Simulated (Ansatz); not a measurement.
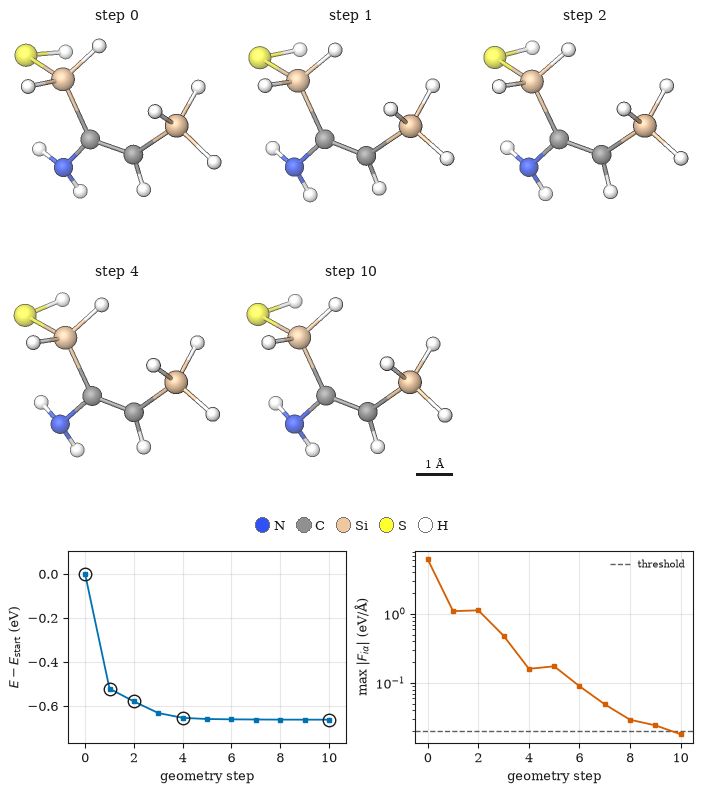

Frames of a relaxation of C2H9NSSi2, marked on the history of the run. A ball-and-stick model, seen at a tilt.

The run prepares the start of a later molecular dynamics calculation, from a guessed geometry.

These are results of Ansatz, RKS BHLYP/STO-3G, not measurements. (no spin polarisation; force threshold 0.02 eV/Å; at most 40 steps)

### Describe the path.

The energy falls by 0.661 eV in 10 geometry steps. Largest force component: 6.1 eV/Å at the start, 0.018 eV/Å at the end. An H atom moves most after the best rigid fit: 0.24 Å. Largest moves by element: H 0.24 Å, S 0.13 Å, Si 0.11 Å, N 0.09 Å, C 0.05 Å. Among the contacts that change: C–N 1.342 → 1.445 Å, H–Si 1.512 → 1.431 Å, C–Si 1.945 → 1.873 Å, S–Si 2.168 → 2.121 Å. Bond angles that change, for instance: H–Si–H 113.7° → 107.7°, H–Si–H 114.5° → 109.4°, C–N–H 116.8° → 111.7°. From step 0 to 1: H atoms move most (0.16 Å), energy −0.520 eV. From step 1 to 2: an H atom moves most (0.19 Å), energy −0.058 eV. From step 2 to 4: an H atom moves most (0.15 Å), energy −0.074 eV. From step 4 to 10: an H atom moves most (0.07 Å), energy −0.008 eV.

Limits of the set-up: STO-3G is a minimal basis, so the numbers are rough.
